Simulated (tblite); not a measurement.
## Nudged elastic band, with input and output: C$_{4}$H$_{2}$N$_{2}$O$_{2}$S$_{2}$

The run: nudged elastic band of C$_{4}$H$_{2}$N$_{2}$O$_{2}$S$_{2}$. Method and program: GFN2-xTB climbing-image nudged elastic band, gas phase (tblite 0.8.0).

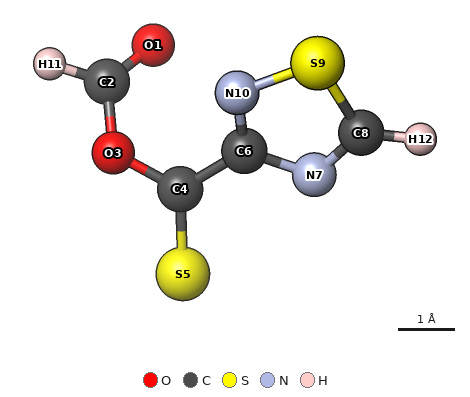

Fig. 1: The structure as given in the input (ball-and-stick view, seen at a tilt; atoms are numbered from 1 in the order of the input). Bond lengths as drawn: C–C 1.45 Å, C–H 1.07 to 1.10 Å, C–N 1.28 to 1.35 Å, C–O 1.19 to 1.37 Å, C–S 1.62 to 1.74 Å and N–S 1.61 Å.

Input
```
{"job": {"xc": "GFN2-xTB", "basis": "xTB", "kind": "neb"}, "charge": 0, "multiplicity": 1}
O      1.769797    -1.212180    -0.960454
C      2.304400    -0.517269    -0.158509
O      1.887524     0.684403     0.272235
C      0.660273     1.181486    -0.081980
S      0.538143     2.737191    -0.519436
C     -0.477361     0.298245     0.036584
N     -1.657049     0.589305    -0.559204
C     -2.511899    -0.328023    -0.289643
S     -1.839531    -1.561571     0.738261
N     -0.420025    -0.802575     0.761797
H      3.267422    -0.727650     0.330933
H     -3.520495    -0.342047    -0.647658
```

The first line tells a small driver script what to run in tblite; the rest is the geometry in Å.

Machine: 1 CPU thread, shared host.

Launch command:
```bash
OMP_NUM_THREADS=1 python <driver script> task.json out
```

Log
```
image   E - E0 / eV
  0       0.0000
  1       0.0563
  2       0.1717
  3       0.2259
  4       0.2051
  5       0.1776
  6       0.1644
```

Summary

```csv
quantity,value
outcome,converged
forward barrier,0.226 eV
wall time,1.7 s
peak memory,0.19 GiB
```
